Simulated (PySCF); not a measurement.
# AlCl$_{2}$F (SMILES [F][Al]([Cl])[Cl]): what the fields show

The calculation's input:

```
{"job": {"kind": "uv", "xc": "CAM-B3LYP", "basis": "def2-SVPD", "nstates": 8, "ntriplets": 3}, "charge": 0, "multiplicity": 1}
F     -0.061667     1.687885    -0.010175
Al     0.001321     0.034353    -0.004299
Cl     1.843553    -0.789972     0.003025
Cl    -1.772972    -0.927494    -0.011406
```

Command:

```sh
OMP_NUM_THREADS=1 python probes_run.py task.json out
```

Geometry: GFN2-xTB.

Theory: CAM-B3LYP/def2-SVPD, SCF density, gas phase in PySCF 2.14.0.

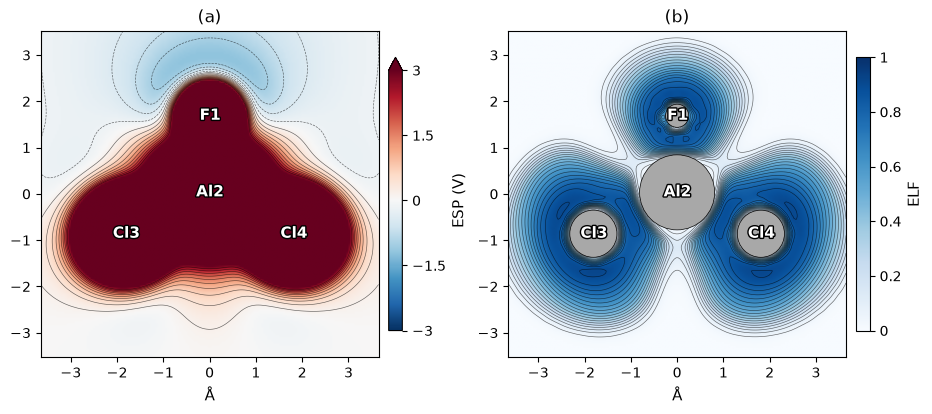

Figure 1. (a) molecular electrostatic potential; (b) ELF on the molecular plane. Grey discs cover the atomic cores in the ELF map.

> Interpret the plot.

- The plane passes through F, Al and Cl nuclei.
- Al–F (1.65 Å): the ELF peaks at about 0.85 in the valence shell of F, 0.6 Å from its nucleus, and is about 0.30 at the midpoint.
- Al–Cl (2.02 Å): the ELF peaks at about 0.90 in the valence shell of Cl, 0.9 Å from its nucleus, and is about 0.80 at the midpoint.
- The ELF also peaks beside Cl3, Cl4 and F1, away from the bonds: lone-pair regions.
- Outside the dense part of the molecule the potential is most negative (−1.2 V) near F1.

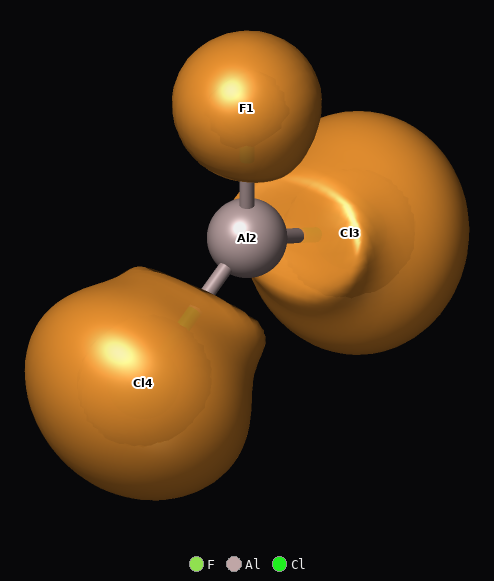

Figure 2. Isosurface of the electron localisation function at 0.75 (orange), seen at an oblique angle. Only the valence region is drawn (cores and ρ < 0.01 e/Å³ removed).

> Where are the electrons localised?

The surface consists of two regions on Cl in which the atom's valence shell and bonds are merged and one region wrapped around F (its valence shell).

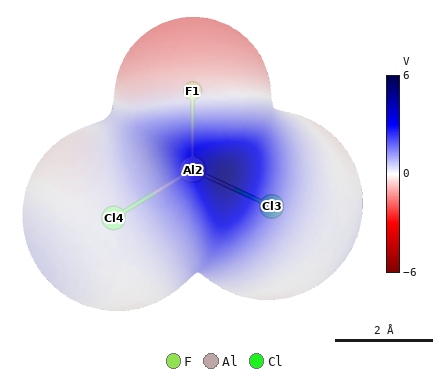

Figure 3. The molecular electrostatic potential painted on the density surface at 0.002 e/bohr³, seen at a tilt; the colour scale runs from red (negative) to blue (positive).

> Where is the surface potential most negative and most positive?

The most negative region (about −1.1 V) lies over F1, the most positive (about +4.9 V) over Al2.

> How polar is the molecule by this calculation?

Its dipole moment is 1.00 D.
